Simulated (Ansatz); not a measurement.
**ClH$_{5}$OW···H (doublet): density, localisation and related maps**

The calculation's input:

```
crystal:
  periodic: [false, false, false]
  atoms:
    - { symbol: W, position_ang: [0.0, 0.0, 0.0] }
    - { symbol: Cl, position_ang: [0.0, 0.0, 2.64] }
    - { symbol: O, position_ang: [1.94, 0.0, 0.0] }
    - { symbol: H, position_ang: [2.2771, -0.9519, -0.0197] }
    - { symbol: H, position_ang: [0.0, 1.72, 0.0] }
    - { symbol: H, position_ang: [-1.72, 0.0, 0.0] }
    - { symbol: H, position_ang: [0.0, -1.72, 0.0] }
    - { symbol: H, position_ang: [0.0, 0.0, -1.72] }
    - { symbol: H, position_ang: [0.0, 0.0, 4.31] }
magnetization:
  spin_polarized: true
  initial_magnetization: 1
basis:
  gaussian: { orbitals: def2-SVP }
hamiltonian:
  xc: pbe0
relax:
  f_tol: 0.15
  max_steps: 25
  restrain:
    - { distance: [1, 8], at: 2.57, k: 30.0 }
    - { distance: [0, 1], at: 2.39, k: 30.0 }
output:
  orbitals: {}
```

Launched as:

```sh
ansatz run input.yaml --threads 4 --pin off --max-ram 5120MiB --backend cpu --events-out ev --progress --plain --runs-dir out
```

The fields are those of the run's last geometry, not of the input's.

Core potentials replace the inner electrons of W; not at a stationary point (largest force 1.1 eV/Å).

The calculation used UKS PBE0/def2-SVP (Ansatz).

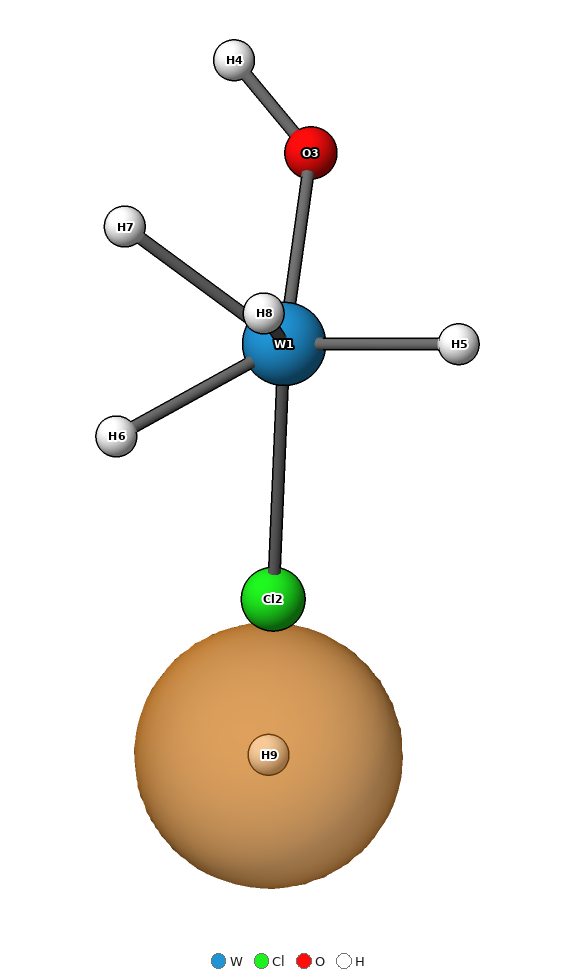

Figure 1. Isosurface of the spin density (α minus β) at +0.04 e/Å³ (orange), seen at an oblique angle.

### Where is the unpaired spin?

The unpaired spin (1 electron) lies mostly on H9 (about 0.9), in electrons by Hirshfeld's partition.

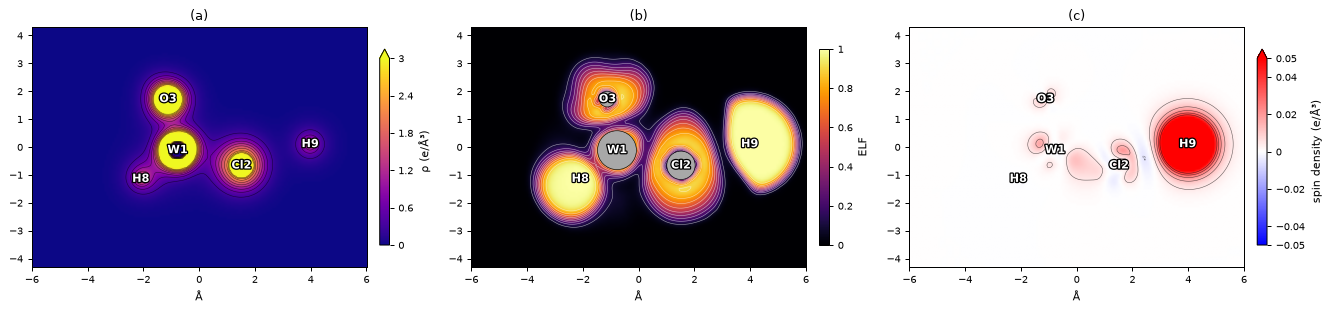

Figure 2. (a) electron density; (b) electron localisation function; (c) spin density on the plane of atoms Cl2, W1 and O3. Grey discs cover the atomic cores in the ELF map.

### Describe what can be read from this map.

Atoms in the plane: W, Cl, O and H. Cl2···H9 (2.57 Å): the density falls to about 0.1 e/Å³ on the way; the ELF dips to about 0.10 between them. W–O (1.87 Å): the density is about 1.2 e/Å³ at the midpoint; the ELF peaks at about 0.85 in the valence shell of O, 0.6 Å from its nucleus, and drops to about 0.30 between the two atoms. W–Cl (2.36 Å): the density is about 0.59 e/Å³ at the midpoint; the ELF peaks at about 0.85 in the valence shell of Cl, 0.8 Å from its nucleus, and is about 0.40 at the midpoint. W–H (1.68 Å): ρ is about 1.6 e/Å³ halfway; the ELF climbs to about 1 towards the hydrogen.

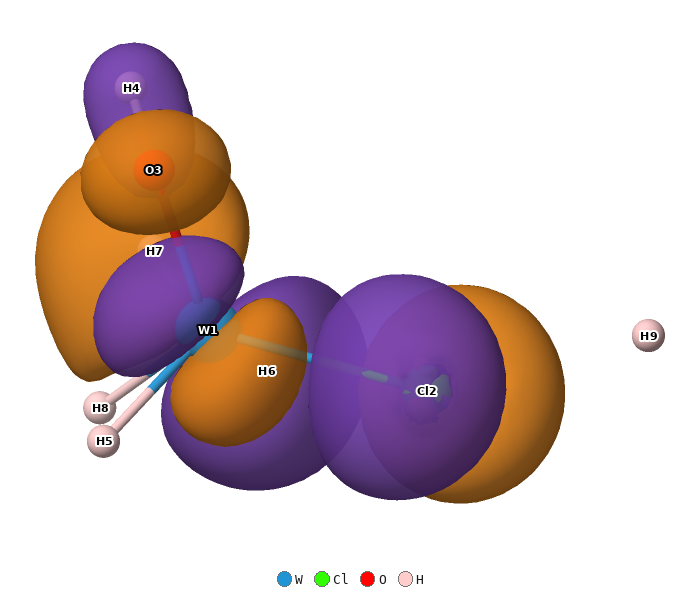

Figure 3. The HOMO (β) at ±0.08 Å⁻³ᐟ² (orange and purple are the two phases), seen at a tilt.

### What is the character of this orbital?

By Hirshfeld shares it lies mainly on Cl2 (about 35 %), W1 (about 30 %), H6 (about 15 %) and H7 (about 15 %). Its energy is −8.01 eV.

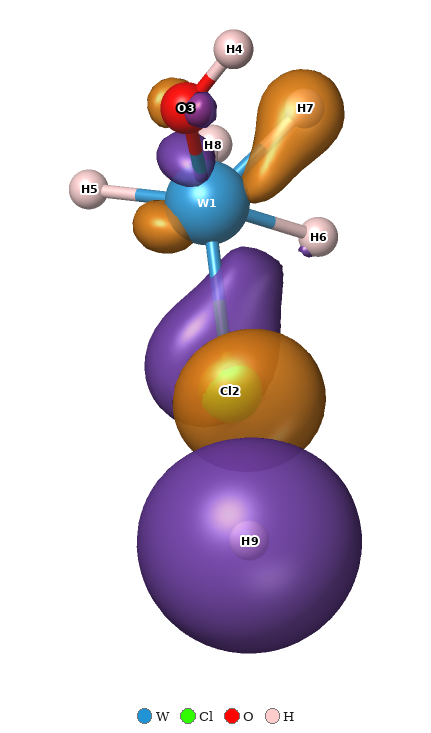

Figure 4. The HOMO−1 (α) at ±0.1 Å⁻³ᐟ² (orange and purple are the two phases), seen at an oblique angle.

### Where does this orbital lie, and at what energy?

It lies mainly on H9 (about 70 %) and Cl2 (about 20 %). Its energy is −8.22 eV.
